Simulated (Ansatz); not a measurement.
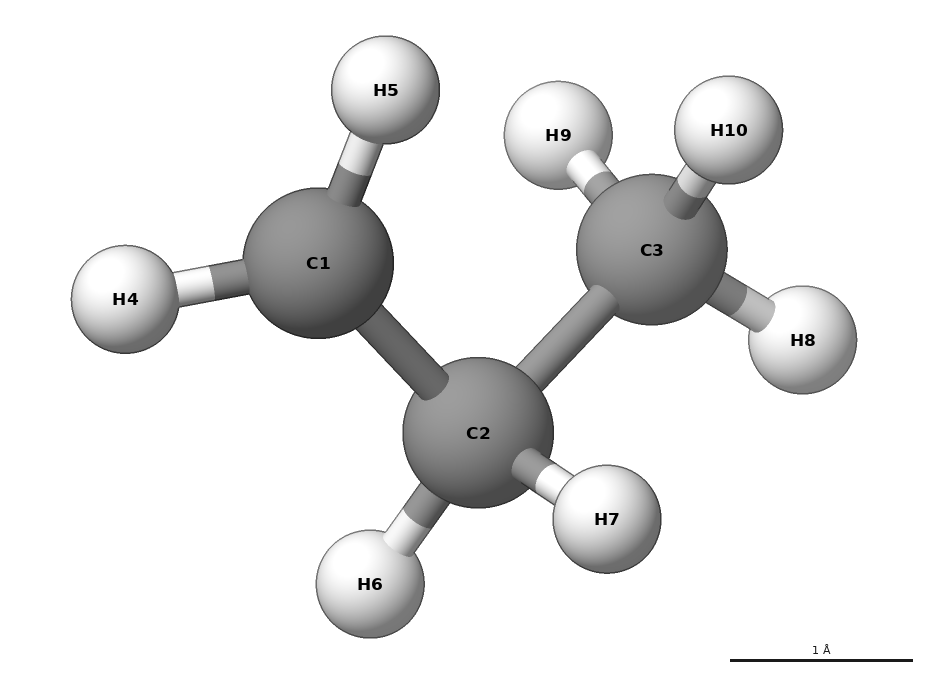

Source: calculation with Ansatz.

Atoms carry their numbers in the input. Charge 0, doublet. Geometry: moved along internal coordinates away from the minimum.

Question: What is the geometry at C1?

Answer: C1 has 3 neighbours (C2 at 1.48, H4 at 1.08, H5 at 1.08 Å); the arrangement is trigonal planar.

Question: Describe the coordination of atom 3.

Answer: C3 has 4 neighbours (C2 at 1.52, H8 at 1.09, H9 at 1.09, H10 at 1.09 Å); the arrangement is tetrahedral.
